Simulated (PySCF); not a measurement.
**Two runs on HBr**

System: HBr.
Method of run A: GIAO PBE0/pcSseg-1 NMR shielding, non-relativistic, gas phase (PySCF 2.14.0).

The geometry comes from this level: PBE0-D3(BJ)/def2-SVP. Text and figures count atoms from 1; the logs count them from 0 in places.

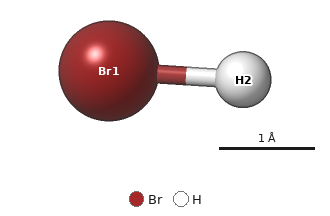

Figure 1. The input geometry (ball-and-stick view, seen at a tilt; atoms are numbered from 1 in the order of the input). Bond lengths as drawn: Br–H 1.42 Å.

Input file, run A:
```
{"job": {"kind": "nmr", "xc": "PBE0", "basis": "pcSseg-1", "pop": false}, "charge": 0, "multiplicity": 1}
Br     0.713730    -0.005448    -0.006088
H     -0.708210     0.007978    -0.022202
```

The first line tells a small driver script what to run in PySCF; the rest is the geometry in Å.

Hardware: 1 CPU thread, shared host.

Output (run A):
```
coarse grid: 3072 points
cycle   1  E = -2574.1692403382  dE = -1.235e+00  |g| = 6.745e-01  |ddm| = 1.159e+00
cycle   2  E = -2574.1775247105  dE = -8.284e-03  |g| = 3.034e-01  |ddm| = 2.894e-01
cycle   3  E = -2574.1832648453  dE = -5.740e-03  |g| = 5.631e-02  |ddm| = 1.480e-01
cycle   4  E = -2574.1836442324  dE = -3.794e-04  |g| = 6.136e-03  |ddm| = 3.882e-02
cycle   5  E = -2574.1836551824  dE = -1.095e-05  |g| = 7.459e-04  |ddm| = 6.529e-03
cycle   6  E = -2574.1836553063  dE = -1.239e-07  |g| = 2.330e-04  |ddm| = 1.017e-03
final grid: 18448 points
cycle   7  E = -2574.1822928677  dE = -1.003e-06  |g| = 1.337e-03  |ddm| = 1.742e-03
cycle   8  E = -2574.1822928878  dE = -2.012e-08  |g| = 8.357e-04  |ddm| = 6.408e-04
cycle   9  E = -2574.1822929193  dE = -3.150e-08  |g| = 1.052e-04  |ddm| = 3.778e-04
cycle  10  E = -2574.1822929202  dE = -8.545e-10  |g| = 1.444e-05  |ddm| = 9.056e-05
converged SCF energy = -2574.1822929202

GIAO shielding tensors (ppm)
atom      isotropic    diamagn.    paramagn.     s11        s22        s33       span
  0 Br    2584.454    3121.877    -537.423   2313.408   2313.408   3126.545    813.137
  1 H       30.835      28.237       2.598     22.101     22.101     48.305     26.204
```

Run B used a changed input.

The two runs side by side:

| quantity | run A | run B |
| --- | --- | --- |
| outcome | converged | converged |
| total energy (hartree) | −2574.182293 | −2574.144010 |
| HOMO (eV) | −8.66 | −8.68 |
| LUMO (eV) | −0.05 | 0.16 |
| dipole moment (D) | 1.10 | 1.15 |
| shielding of Br1 (ppm) | 2584.5 | 2580.5 |
| shielding of H2 (ppm) | 30.8 | 31.7 |
| SCF iterations | 10 | 9 |
| basis functions | 46 | 34 |

Which change of the input explains these differences?

The change (lines with − go, lines with + come):
```diff
-"basis": "pcSseg-1"
+"basis": "6-31G*"
```

The total energy of run B is 24.0 kcal/mol higher, which measures the change of basis and not a stability. The LUMO goes from −0.05 to 0.16 eV. The dipole moment goes from 1.10 to 1.15 D. Of all shieldings, the largest change is that of Br1, by −4.0 ppm. The SCF takes 9 iterations against 10. The basis functions go from 46 to 34.

Output (run B):
```
coarse grid: 3072 points
cycle   1  E = -2574.1359362478  dE = -1.070e+00  |g| = 1.650e-01  |ddm| = 1.111e+00
cycle   2  E = -2574.1403368892  dE = -4.401e-03  |g| = 1.303e-01  |ddm| = 4.613e-01
cycle   3  E = -2574.1464407776  dE = -6.104e-03  |g| = 2.569e-02  |ddm| = 2.124e-01
cycle   4  E = -2574.1464955983  dE = -5.482e-05  |g| = 2.229e-03  |ddm| = 1.369e-02
cycle   5  E = -2574.1464960323  dE = -4.340e-07  |g| = 5.271e-04  |ddm| = 1.883e-03
final grid: 18448 points
cycle   6  E = -2574.1440100692  dE = -2.809e-07  |g| = 1.118e-03  |ddm| = 1.493e-03
cycle   7  E = -2574.1440101157  dE = -4.650e-08  |g| = 7.727e-04  |ddm| = 8.565e-04
cycle   8  E = -2574.1440101654  dE = -4.973e-08  |g| = 1.868e-05  |ddm| = 3.755e-04
cycle   9  E = -2574.1440101655  dE = -1.000e-10  |g| = 2.695e-06  |ddm| = 3.072e-05
converged SCF energy = -2574.1440101655

GIAO shielding tensors (ppm)
atom      isotropic    diamagn.    paramagn.     s11        s22        s33       span
  0 Br    2580.477    3120.382    -539.904   2308.025   2308.026   3125.381    817.356
  1 H       31.728      28.053       3.674     23.518     23.518     48.147     24.629
```

For both runs: Spin–orbit coupling is left out, which matters for the heavy atoms.
